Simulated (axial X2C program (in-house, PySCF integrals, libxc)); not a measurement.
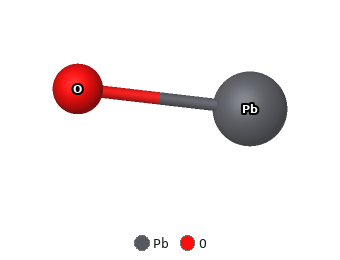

**Figure 1.** The molecule at the reference distance of 1.910 Å.

# Relativistic diatomic calculation, with input and output: PbO

- system: PbO, single determinant with M_S = 1 and |Λ| = 1.
- method: TPSS, spin-free X2C-1e, Pb dyall-v3z, O dyall-v3z (cores contracted) (axial X2C program (in-house, PySCF integrals, libxc))

## Outcome

| quantity | value |
| --- | --- |
| outcome | converged |
| bond length rₑ | 2.038 Å |
| ωₑ | 517.3 cm⁻¹ |
| energy at the minimum | −20960.68702 hartree |
| depth below the fragments | 2.41 eV |
| largest ⟨S²⟩ along the curve | 2.01 |
| hardware | 1 CPU thread, shared host |
| wall time | 10 s |

## What is odd here

The input is odd on purpose: excited determinant (pick = 3.0). The program ran to the end. Its numbers are those of the input as typed; this run alone doesn't show how far the oddity moves them. Limits: at every distance an empty level lies below a filled one, since the occupations are held fixed.

## Input
```
{"zs": [82, 8], "q": 0, "bas": ["dyall-v3z", "dyall-v3z"], "levels": ["PBE0", "HF", "PBE50", "TPSS"], "cc": false, "r0": 1.92, "npts": 10, "nst": 2, "ntry": 6, "opt": {"pick": 3}}
```

The line is the task of a batch: nuclear charges, charge, bases, the levels to run, a first guess of the distance and further settings. This report covers TPSS without spin-orbit coupling. The log is that of the reference distance 1.91 Å.

The run was one of a batch that the task file lists, launched with:
```bash
python <driver script> task.json out
```

## The program's output
```
spin-free X2C-1e  TPSS
basis functions 184  fitting functions 1073  grid points 5078
iter        total energy     max residual
   1     -20960.677926848     1.69e-01
   2     -20960.680399538     1.63e-02
   3     -20960.676191487     1.95e-02
   4     -20960.677232943     2.04e-02
   5     -20960.681456645     2.12e-03
   6     -20960.681501853     3.59e-04
   7     -20960.681503257     1.08e-04
   8     -20960.681503414     2.03e-05
   9     -20960.681503422     2.14e-05
  10     -20960.681503426     1.83e-06
  11     -20960.681503426     2.72e-07
converged
one-electron -29035.73965569  Coulomb 8296.23298618  exact exchange 0.00000000  xc functional -402.92365609  nuclear repulsion 181.74882218
```

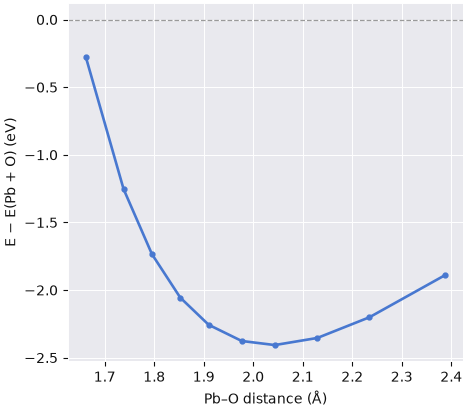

**Figure 2.** Energy at 10 bond lengths, for one set of occupations held fixed; the line joins the points. A polynomial of degree 6 through 9 points gives rₑ = 2.038 Å, ωₑ = 517.3 cm⁻¹, ωₑxₑ = 2.9 cm⁻¹ and Bₑ = 0.2733 cm⁻¹. The minimum lies 2.41 eV below Pb + O, each computed as one determinant at the same level.
